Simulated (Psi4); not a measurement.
# wB97M-V/def2-TZVPP run of H3NO (hydroxylamine)

What is the vertical singlet–triplet gap of H3NO (hydroxylamine) at wB97M-V/def2-TZVPP? 

The results are computed with Psi4 1.11.

1 further run of the same task is left out (set aside as unsound or not needed).

## Step 1: The molecule

The species is H3NO (5 atoms), meant as a singlet with charge 0. As SMILES, `NO`. Geometry: relaxed at PBE0-D4/def2-TZVP. This is one conformer, not always the lowest.

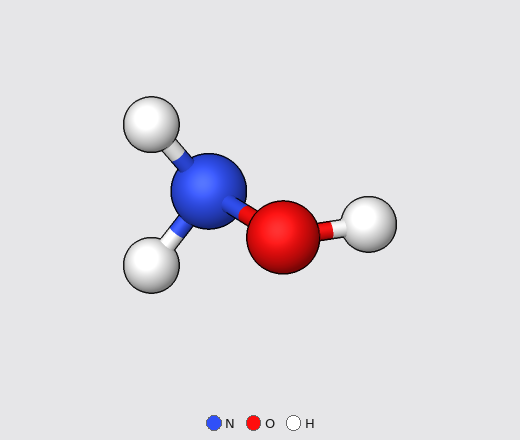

The structure, seen from a chosen angle (nitrogen blue, oxygen red, hydrogen white).

## Step 2: A single-point energy at wB97M-V/def2-TZVPP

Contents of input.in:

```
memory 1.6 GB

molecule {
  N     -0.165120    -0.361290    -0.321170
  O      0.364460     0.666040     0.508060
  H     -0.162690    -1.190020     0.266770
  H     -1.141650    -0.109840    -0.446210
  H      1.105010     0.995100    -0.007440
  symmetry c1
}

set puream true
set e_convergence 1e-09
set d_convergence 1e-08
set scf_type pk
set dft_radial_points 99
set dft_spherical_points 590

e, wfn = energy('wb97m-v/def2-TZVPP', return_wfn=True)
```

Launch:

```
$ psi4 -i input.in -o input.out -n 1
```

input.out:

```text
[...]
  Running in c1 symmetry.
[...]
  Nuclear repulsion =   39.593666393662183
[...]
  Multiplicity = 1
[...]
  Nalpha       = 9
  Nbeta        = 9
[...]
    Number of basis functions: 104
[...]
   @RKS iter   1:  -131.61390466313645   -4.51979e-01   5.03875e-03 DIIS/ADIIS
[...]
   @RKS iter  11:  -131.72868771017315   -3.80851e-12   3.20801e-09 DIIS
[...]
    Orbital Energies [Eh]
    ---------------------
    Doubly Occupied:
       1A    -19.352749     2A    -14.536879     3A     -1.187239
       4A     -0.924198     5A     -0.610849     6A     -0.605312
       7A     -0.549364     8A     -0.401747     9A     -0.365132
[...]
  @RKS Final Energy:  -131.72868771017315
   => Energetics <=
    Nuclear Repulsion Energy =             39.5936663936621827
    One-Electron Energy =                -258.2019067366045419
    Two-Electron Energy =                  98.6357244895392142
    DFT Exchange-Correlation Energy =     -11.8302792443398985
    Empirical Dispersion Energy =           0.0000000000000000
    VV10 Nonlocal Energy =                  0.0741073875698971
    Total Energy =                       -131.7286877101731477
[...]
 Multipole Moments:
 ------------------------------------------------------------------------------------
     Multipole            Electronic (a.u.)      Nuclear  (a.u.)        Total (a.u.)
 ------------------------------------------------------------------------------------
 L = 1.  Multiply by 2.5417464519 to convert [e a0] to [Debye]
 Dipole X            :          0.3572896           -0.4672831           -0.1099936
 Dipole Y            :          0.5639623           -0.7320415           -0.1680792
 Dipole Z            :          0.3631974           -0.4650567           -0.1018594
 Magnitude           :                                                    0.2252211
[...]
```

Wall time 50 s (1 thread of Intel Xeon 6975P-C (Granite Rapids), shared host); peak memory 0.82 GiB.

## Step 3: The triplet at the same level

Contents of job.json:

```json
{
  "schema_name": "qcschema_input",
  "schema_version": 1,
  "molecule": {
    "schema_name": "qcschema_molecule",
    "schema_version": 2,
    "symbols": ["N", "O", "H", "H", "H"],
    "geometry": [-0.31203158, -0.68273915, -0.60692334, 0.68872958, 1.25863319, 0.96009425, -0.30743954, -2.24881188, 0.50412224, -2.15740583, -0.20756752, -0.84321469, 2.08816626, 1.88046647, -0.01405956],
    "molecular_charge": 0,
    "molecular_multiplicity": 3,
    "fix_symmetry": "c1"
  },
  "driver": "energy",
  "model": {
    "method": "wb97m-v",
    "basis": "def2-TZVPP"
  },
  "keywords": {
    "reference": "uks",
    "puream": true,
    "e_convergence": 1e-09,
    "d_convergence": 1e-08,
    "scf_type": "pk",
    "dft_radial_points": 99,
    "dft_spherical_points": 590,
    "maxiter": 100
  }
}
```

Launch:

```
$ psi4 --qcschema job.json -n 1 --memory 1600MB
```

stdout:

```text
[...]
  Running in c1 symmetry.
[...]
  Nuclear repulsion =   39.593666455499566
[...]
  Multiplicity = 3
[...]
  Nalpha       = 10
  Nbeta        = 8
[...]
    Number of basis functions: 104
[...]
   @UKS iter   1:  -131.33159297891936   -1.69667e-01   5.60222e-03 DIIS/ADIIS
[...]
   @UKS iter  25:  -131.47727424194241   -1.25510e-10   8.51098e-09 DIIS
[...]
   @S^2 Observed:                2.006662611E+00
[...]
    Orbital Energies [Eh]
    ---------------------
    Alpha Occupied:
       1A    -19.360351     2A    -14.643216     3A     -1.230548
       4A     -0.999630     5A     -0.685392     6A     -0.658603
       7A     -0.625216     8A     -0.479801     9A     -0.429421
      10A     -0.126010
    Alpha Virtual:
      11A      0.066607    12A      0.129065    13A      0.155426
      14A      0.351113    15A      0.365805    16A      0.373734
      17A      0.442358    18A      0.462388    19A      0.487060
      20A      0.494832    21A      0.535104    22A      0.570587
      23A      0.629814    24A      0.677705    25A      0.719309
[...]
  @UKS Final Energy:  -131.47727424194241
   => Energetics <=
    Nuclear Repulsion Energy =             39.5936664554995659
    One-Electron Energy =                -257.2279119411287525
    Two-Electron Energy =                  97.8707600742001489
    DFT Exchange-Correlation Energy =     -11.7874791574127258
    Empirical Dispersion Energy =           0.0000000000000000
    VV10 Nonlocal Energy =                  0.0736903268993311
    Total Energy =                       -131.4772742419424105
[...]
 Multipole Moments:
 ------------------------------------------------------------------------------------
     Multipole            Electronic (a.u.)      Nuclear  (a.u.)        Total (a.u.)
 ------------------------------------------------------------------------------------
 L = 1.  Multiply by 2.5417464519 to convert [e a0] to [Debye]
 Dipole X            :         -0.5055802           -0.4672831           -0.9728634
 Dipole Y            :         -0.3369239           -0.7320415           -1.0689654
 Dipole Z            :          0.1817460           -0.4650567           -0.2833107
 Magnitude           :                                                    1.4728934
[...]
```

The result, in JSON:

```text
{
 "driver": "energy",
 "model": {
  "method": "wb97m-v",
  "basis": "def2-TZVPP"
 },
 "success": true,
 "return_result": -131.4772742419424,
 "properties": {
  "calcinfo_nbasis": 104,
  "calcinfo_nmo": 104,
  "calcinfo_nalpha": 10,
  "calcinfo_nbeta": 8,
  "calcinfo_natom": 5,
  "nuclear_repulsion_energy": 39.593666455499566,
  "return_energy": -131.4772742419424,
  "scf_one_electron_energy": -257.22791194112875,
  "scf_two_electron_energy": 97.87076007420015,
  "scf_vv10_energy": 0.0736903268993311,
  "scf_xc_energy": -11.787479157412726,
  "scf_dipole_moment": [-0.9728633787944814, -1.0689653769864893, -0.28331071974806726],
  "scf_total_energy": -131.4772742419424,
  "scf_iterations": 25
 }
}
```

Wall time 2.1 min (1 thread of Intel Xeon 6975P-C (Granite Rapids), shared host); peak memory 0.82 GiB.

## Step 4: Results

At wB97M-V/def2-TZVPP:

```
                                        quantity          value
                           singlet: total energy  -131.72869 Eh
                          singlet: dipole moment         0.57 D
                            singlet: HOMO energy       -9.94 eV
                            singlet: LUMO energy        2.53 eV
                          singlet: HOMO–LUMO gap       12.47 eV
                           triplet: total energy  -131.47727 Eh
                          triplet: dipole moment         3.74 D
     triplet: HOMO energy (highest over α and β)       -3.43 eV
      triplet: LUMO energy (lowest over α and β)       -2.90 eV
                                   triplet: ⟨S²⟩          2.007
vertical energy of the triplet above the singlet       6.841 eV
```

**Reading.** At this shape the triplet lies 6.84 eV (158 kcal/mol) above the singlet.
